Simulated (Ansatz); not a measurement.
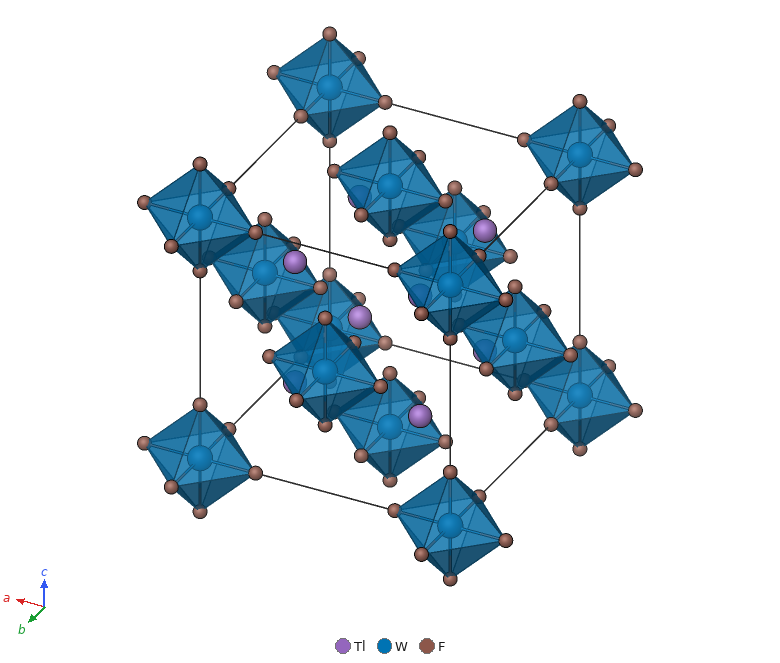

Polyhedra are drawn about W (bonds: F–W below 2.2 Å); other atoms are plain spheres.

Tl₂WF₆ (space group Fm-3m, No. 225). Coordinates: the geometry relaxed with DFT PBE, scalar-relativistic, plane waves, PAW (Ansatz); the starting structure was generated, so it need not be a known form of this composition.

Sharing among the drawn polyhedra:

```csv
site,polyhedron,corner-sharing neighbours,edge-sharing,face-sharing,bond (Å)
W,WF6 octahedron,0,0,0,1.98
```

The octahedra are isolated from each other.
